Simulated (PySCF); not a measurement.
# wB97M-V/aug-cc-pVTZ run of OH− (hydroxide)

What is the energy change on altering one bond length of OH− (hydroxide) at wB97M-V/aug-cc-pVTZ? 

The calculation is run with PySCF 2.14.0.

2 further runs of the same task are left out: 2 set aside as unsound or not needed.

### Step 1. The structure to begin with

The species is OH− (2 atoms), meant as a singlet with charge -1. SMILES: `[OH-]`. The shape is that of a PBE0-D4/def2-TZVPD optimisation.

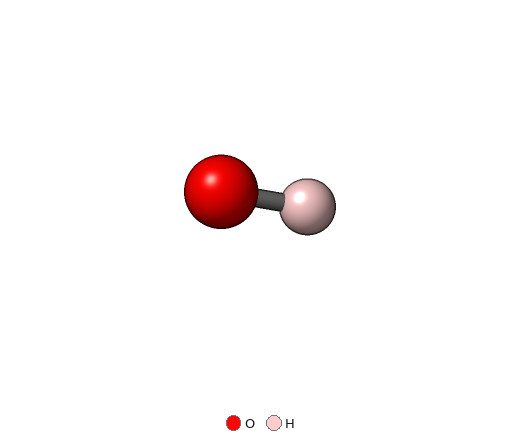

Viewed from a chosen angle; oxygen red, hydrogen pink.

### Step 2. The energy at wB97M-V/aug-cc-pVTZ

Input file calc.py:

```python
from pyscf import gto, dft

mol = gto.Mole()
mol.atom = '''
O      0.778189    -0.249066     0.401567
H     -0.778189     0.249066    -0.401567
'''
mol.basis = 'aug-cc-pvtz'
mol.charge = -1
mol.max_memory = 1860
mol.verbose = 3
mol.unit = 'bohr'
mol.build()

calc0 = dft.RKS(mol, xc='wb97m-v')
calc0.conv_tol = 1e-10
calc0.nlcgrids.level = 1
calc0.grids.level = 5
calc0.kernel()
if not calc0.converged:
    calc0 = calc0.newton().run(calc0.mo_coeff, calc0.mo_occ)

energy = calc0.e_tot
print('Final energy', energy)
```

Command:

```
$ OMP_NUM_THREADS=1 python calc.py
```

Log:

```text
converged SCF energy = -75.8039909600143
Final energy -75.80399096001435
```

Wall time 17 s (1 thread of Intel Xeon at 2.70GHz, shared host); peak memory 0.35 GiB.

### Step 3. The distorted shape at the same level

Input file calc.py:

```python
from pyscf import gto, dft

mol = gto.M(
    atom=[
    ('O', (0.823580, -0.263594, 0.424990)),
    ('H', (-0.411800, 0.131800, -0.212500)),
],
    max_memory=1860,
    verbose=4,
    charge=-1,
    basis='aug-cc-pvtz',
    spin=0,
)

mf = dft.RKS(mol)
mf.xc = 'wb97m-v'
mf.nlcgrids.level = 1
mf.conv_tol = 1e-10
mf.grids.level = 5
mf.kernel()
if not mf.converged:
    mf = mf.newton().run(mf.mo_coeff, mf.mo_occ)

energy = mf.e_tot
print('Final energy', energy)
```

Command:

```
$ OMP_NUM_THREADS=1 python calc.py
```

Log:

```text
PySCF version 2.14.0

[INPUT] num. atoms = 2
[INPUT] num. electrons = 10
[INPUT] charge = -1
[INPUT] spin (= nelec alpha-beta = 2S) = 0
[INPUT] symmetry False subgroup None
[INPUT] Mole.unit = angstrom
[INPUT] Symbol           X                Y                Z      unit          X                Y                Z       unit  Magmom
[INPUT]  1 O      0.823580000000  -0.263594000000   0.424990000000 AA    1.556340641669  -0.498120468079   0.803114705679 Bohr   0.0
[INPUT]  2 H     -0.411800000000   0.131800000000  -0.212500000000 AA   -0.778189218096   0.249065903218  -0.401566801470 Bohr   0.0

nuclear repulsion = 2.92909160501037
number of shells = 22
number of NR pGTOs = 83
number of NR cGTOs = 69
basis = aug-cc-pvtz
ecp = {}

[... 44 lines left out ...]
WARN: HOMO 0.237901158297229 == LUMO 0.237901164863754
[... 24 lines left out ...]
converged SCF energy = -75.7220719211474
Final energy -75.72207192114743
```

It took 13 s on 1 thread of Intel Xeon at 2.70GHz, shared host; peak memory 0.35 GiB.

### Step 4. Outcome

At wB97M-V/aug-cc-pVTZ:

```
                                                              quantity         value
                                             first shape: total energy  -75.80399 Eh
                                              first shape: HOMO energy      -1.67 eV
                                              first shape: LUMO energy       4.37 eV
    first shape: HOMO–LUMO gap (to an unbound level, set by the basis)       6.05 eV
                                         distorted shape: total energy  -75.72207 Eh
                                          distorted shape: HOMO energy      -2.05 eV
                                          distorted shape: LUMO energy       4.38 eV
distorted shape: HOMO–LUMO gap (to an unbound level, set by the basis)       6.43 eV
     energy change with the O1–H2 bond stretched from 0.964 to 1.445 Å      2.229 eV
```

**Reading.** With the O1–H2 bond stretched from 0.964 to 1.445 Å the energy rises by 2.23 eV (215 kJ/mol). The first shape isn't relaxed at this level, so the change isn't measured from a minimum.
